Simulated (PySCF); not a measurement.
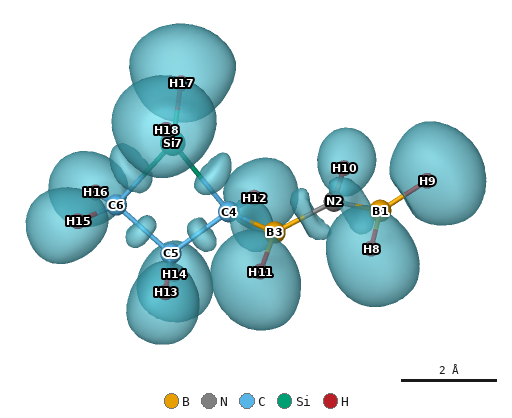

C₃H₁₁B₂NSi (SMILES BNB[C@H]1CC[SiH2]1). Isosurface of the electron localisation function at 0.85 (cyan), seen at a tilt. Only the valence region is drawn (cores and ρ < 0.01 e/Å³ removed).

Geometry: GFN2-xTB.

Method: CAM-B3LYP/def2-SVPD, SCF density, gas phase in PySCF 2.14.0.

```xyz
18

B     3.4572   -0.5023    0.0300
N     2.1795   -0.3893   -0.5351
B     0.9136   -0.5705    0.0889
C    -0.3887   -0.3156   -0.7211
C    -1.7493   -0.7818   -0.1536
C    -2.5471    0.5398   -0.1817
Si   -0.9828    1.5225   -0.6581
H     3.5555   -0.7814    1.1614
H     4.4037   -0.3169   -0.6384
H     2.1431   -0.1441   -1.5171
H     0.8921   -0.8563    1.2252
H    -0.2912   -0.6106   -1.7690
H    -1.6409   -1.1558    0.8634
H    -2.2070   -1.5691   -0.7525
H    -3.0174    0.7837    0.7686
H    -3.3333    0.5347   -0.9347
H    -0.9834    2.2422   -1.9371
H    -0.4122    2.3773    0.3845
```

Identify the bonds, lone pairs and shells in this picture.

The surface consists of one region between bonded B–C atoms (shared pairs), two regions between bonded B–N atoms (shared pairs), two regions between bonded C–C atoms (shared pairs), two regions between bonded C–Si atoms (shared pairs) and eleven regions around hydrogen nuclei.

Values along the shortest contacts:
B–N (1.40 Å): the ELF peaks at about 0.95 between the atoms, as expected for a polar covalent bond. C–C (1.54 Å): the ELF peaks at about 0.95 between the atoms (a shared electron pair).
